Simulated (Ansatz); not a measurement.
C3H8Ge (SMILES C[CH2][Ge][CH3])

Input file:

```
crystal:
  periodic: [false, false, false]
  atoms:
    - {symbol: C, position_ang: [-0.789621, 1.293494, 0.275448]}
    - {symbol: C, position_ang: [-0.477827, 0.049141, 1.109122]}
    - {symbol: Ge, position_ang: [1.418972, -0.516100, 0.783492]}
    - {symbol: C, position_ang: [1.125940, -1.235666, -1.053868]}
    - {symbol: H, position_ang: [-0.766089, 1.077806, -0.795601]}
    - {symbol: H, position_ang: [-1.781637, 1.693439, 0.504273]}
    - {symbol: H, position_ang: [-0.074846, 2.102698, 0.461914]}
    - {symbol: H, position_ang: [-1.163099, -0.763636, 0.845759]}
    - {symbol: H, position_ang: [-0.612723, 0.266400, 2.171848]}
    - {symbol: H, position_ang: [0.204505, -1.819518, -1.133672]}
    - {symbol: H, position_ang: [1.022501, -0.375236, -1.728079]}
    - {symbol: H, position_ang: [1.970924, -1.828124, -1.406634]}
basis:
  gaussian: {orbitals: def2-TZVPP}
hamiltonian: {xc: pbe0, dispersion: d4}
output: {orbitals: {seedname: orbitals}}
```

Launched as:

```sh
ansatz run in.yaml --threads 4 --pin off --events-out ev --progress --plain --max-ram 10444MiB
```

Geometry: PBE0-D4/def2-TZVP.

The calculation used RKS PBE0-D4/def2-TZVPP in Ansatz.

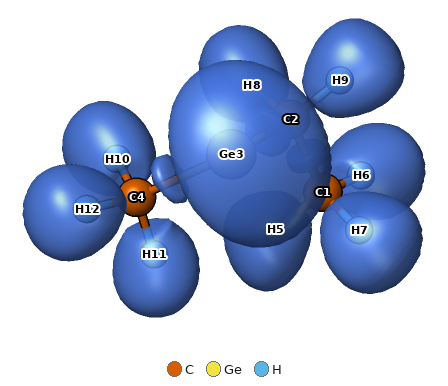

Figure 1. Isosurface of the ELF at 0.85 (blue), seen at a tilt. Core shells and regions of very low density are left out.

> Describe the localisation domains.

At this value the surface marks out one region between bonded C–C atoms (shared pairs), eight regions around hydrogen nuclei, two lobes of the valence shell of C pointing towards Ge (polar bonds) and one lobe on Ge, pointing away from the bonds (lone pairs). Profiles from the grid: C–C (1.53 Å): the ELF peaks at about 0.95 between the atoms, as expected for a covalent bond. C–Ge (1.99 Å): the ELF peaks at about 0.90 in the valence shell of C, 0.7 Å from its nucleus, and is about 0.70 at the midpoint.

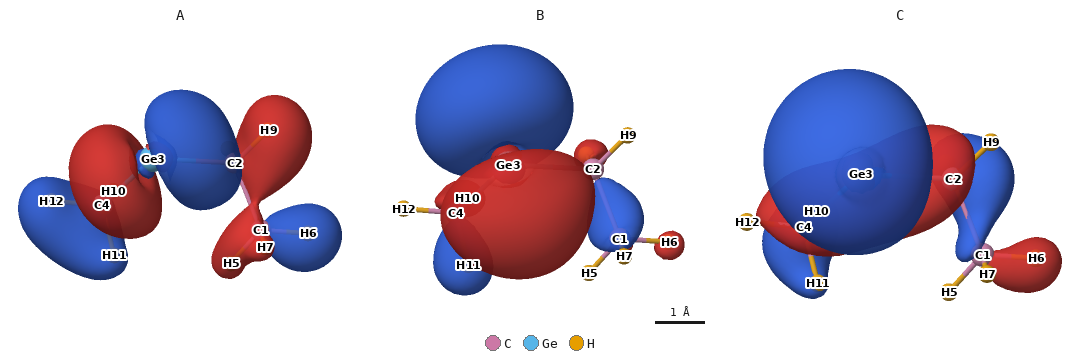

Figure 2. Three frontier orbitals at ±0.08 Å⁻³ᐟ² (blue and red are the two phases), in no order.

> Order the three orbitals by energy and name them.

A is the HOMO−1 (−7.69 eV). Its weight (Hirshfeld) is mainly on Ge3 (about 25 %), C4 (about 25 %) and C2 (about 20 %). C is the HOMO (−5.92 eV). By Hirshfeld shares it lies mainly on Ge3 (about 65 %), C2 (about 15 %) and C4 (about 10 %). B is the LUMO (−2.16 eV). Its weight (Hirshfeld) is mainly on Ge3 (about 80 %).

> What is the HOMO–LUMO gap?

3.76 eV between the orbital energies.

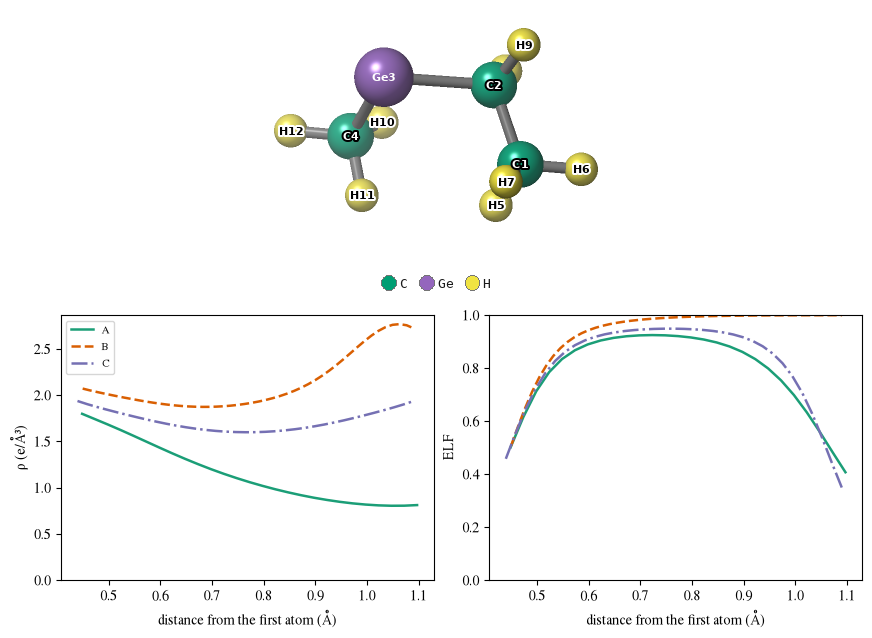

Figure 3. Total electron density and electron localisation function along straight lines between neighbouring atoms. The curves leave out the atomic cores. The structure is drawn too.

> Which curve belongs to which contact (C–C, C–Ge and C–H)? The first atom named is at distance zero.

Curve A: C–Ge (1.99 Å): ρ is about 0.82 e/Å³ halfway; the ELF peaks at about 0.90 in the valence shell of C, 0.7 Å from its nucleus, and is about 0.70 at the midpoint. Curve B: C–H (1.09 Å): ρ at the midpoint is about 2 e/Å³; the ELF climbs to about 1 towards the hydrogen, as it does in any bond to H (a covalent bond by its length). Curve C: C–C (1.53 Å): the density is about 1.6 e/Å³ at the midpoint; the ELF peaks at about 0.95 between the atoms, as expected for a covalent bond.
